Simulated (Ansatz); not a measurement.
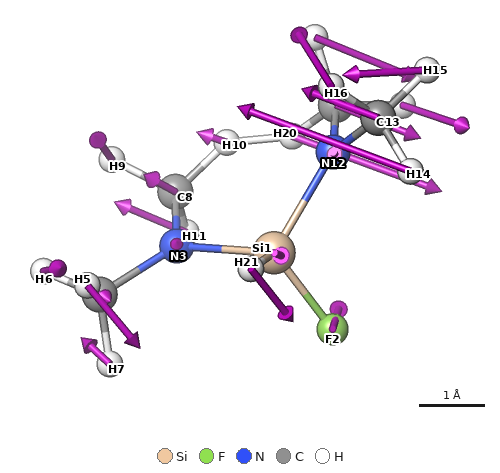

A relaxation of C$_{4}$H$_{13}$FN$_{2}$Si. The starting structure is drawn; purple arrows show the displacements, at their true length. The two geometries are superimposed by the best rigid fit.

A ball-and-stick model, seen from a free direction.

The run prepares the start of a later molecular dynamics calculation, from a guessed geometry.

Method: RKS B3LYP-D4/6-31G (Ansatz). Set-up: no spin polarisation; force threshold 0.02 eV/Å; at most 40 steps.

Question: Atoms of which element are displaced furthest, and by how much?

Answer: Hydrogen: up to 3.01 Å, against 1.49 Å for carbon.

Question: Describe the change and its energy.

Answer: The energy falls by 2.063 eV in 25 geometry steps. Largest force component: 5 eV/Å at the start, 0.0088 eV/Å at the end. The largest move after the best rigid fit is that of an H atom, 3.01 Å. By element the largest moves are H 3.01 Å, C 1.49 Å, F 1.39 Å, Si 0.60 Å, N 0.33 Å. Near-neighbour distances that change, for instance: H–H 1.021 → 3.966 Å, F–Si 1.590 → 1.709 Å, N–Si 1.820 → 1.744 Å, H–Si 1.459 → 1.500 Å. Among the angles between lasting bonds that change: N–Si–H 109.5° → 120.7°, F–Si–N 109.5° → 102.6°, F–Si–N 109.5° → 115.9°. Groups turn about N–Si by about 100°, C–N by about 45°, C–N by about 40°.

Limits of the set-up: the basis has no polarisation functions, which atoms past neon need.
